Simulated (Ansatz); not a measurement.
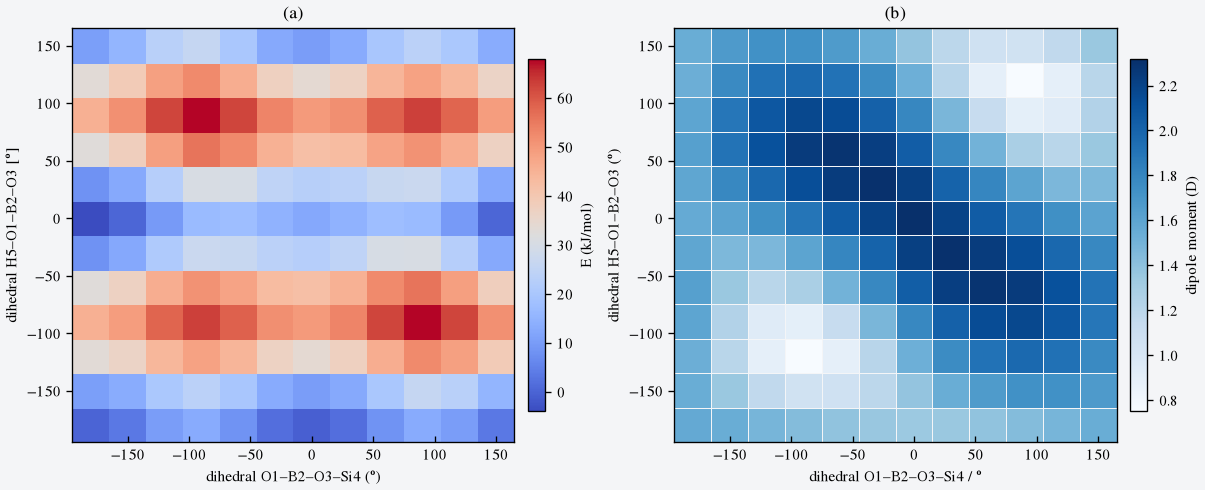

BH₅O₂Si, SMILES OBO[SiH3]. 
- The first coordinate is: dihedral O1–B2–O3–Si4; the second: dihedral H5–O1–B2–O3.
- Nothing is relaxed (all other coordinates rigid).
- Grid: 12 × 12 points.
- Points are written as (first, second).
- Energies: kJ/mol, counted from the relaxed molecule at the same level.
- Level of theory: RKS CAM-B3LYP-D4/def2-SVP (Ansatz 0.2.0).

Panel (a) is the energy and panel (b) the computed dipole moment on the same grid.

Drawn: one coloured cell a grid point.

**How does the dipole moment vary over the map, and what is it at the lowest grid point?**

Leaving out the highest fifth of the energies, it runs from 0.75 D at (−90°, −120°) to 2.32 D at (0°, 0°). At the lowest grid point, (−180°, 0°), it is 1.56 D.

```tsv
dihedral H5–O1–B2–O3 ↓, dihedral O1–B2–O3–Si4 →	−180	−150	−120	−90	−60	−30	0	30	60	90	120	150
150	1.54	1.67	1.73	1.73	1.67	1.54	1.38	1.19	1.07	1.06	1.17	1.35
120	1.53	1.77	1.92	1.97	1.91	1.76	1.52	1.21	0.90	0.75	0.89	1.20
90	1.60	1.89	2.08	2.17	2.15	2.02	1.79	1.48	1.13	0.90	0.94	1.24
60	1.63	1.91	2.12	2.25	2.29	2.23	2.04	1.79	1.51	1.28	1.21	1.35
30	1.59	1.79	1.98	2.14	2.24	2.30	2.22	2.01	1.80	1.61	1.47	1.46
0	1.56	1.61	1.74	1.90	2.05	2.20	2.32	2.20	2.05	1.90	1.74	1.61
−30	1.59	1.46	1.47	1.61	1.80	2.01	2.22	2.30	2.24	2.14	1.98	1.79
−60	1.63	1.36	1.21	1.28	1.50	1.78	2.04	2.23	2.29	2.25	2.12	1.91
−90	1.60	1.24	0.94	0.90	1.13	1.48	1.79	2.02	2.15	2.17	2.08	1.89
−120	1.53	1.21	0.89	0.75	0.90	1.21	1.52	1.76	1.91	1.97	1.92	1.78
−150	1.54	1.35	1.17	1.06	1.07	1.19	1.38	1.54	1.67	1.73	1.73	1.67
−180	1.57	1.54	1.49	1.44	1.39	1.36	1.34	1.36	1.39	1.44	1.49	1.54
```
